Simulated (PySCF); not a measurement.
SMILES C[Si]([SiH3])(Cl)Cl (CH6Cl2Si2) at its PBE0/def2-SVP optimised geometry (Å):

```
11

C     -0.7068    -1.8334     2.1266
Si    -1.2230    -0.0567     1.9133
Si    -0.4319     1.0343     0.0000
Cl    -0.5681     1.0232     3.5626
Cl    -3.2980     0.0262     1.8662
H      0.3900    -1.9097     2.1830
H     -1.1355    -2.2401     3.0555
H     -1.0634    -2.4402     1.2801
H     -0.9327     2.4402     0.0000
H     -0.9204     0.3274    -1.2236
H      1.0634     1.0343     0.0000
```

Level of theory: PBE0/def2-TZVP in PySCF.

Map of the log10 of the electron density (e/bohr³), floored at −4 on the plane z = 0.6 Å:

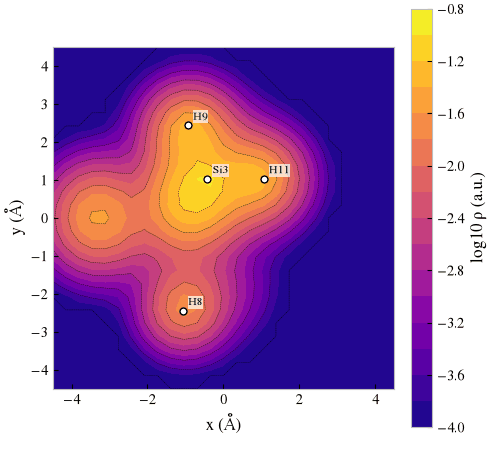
Figure. Log10 of the electron density (e/bohr³), floored at −4 on the plane z = 0.6 Å.
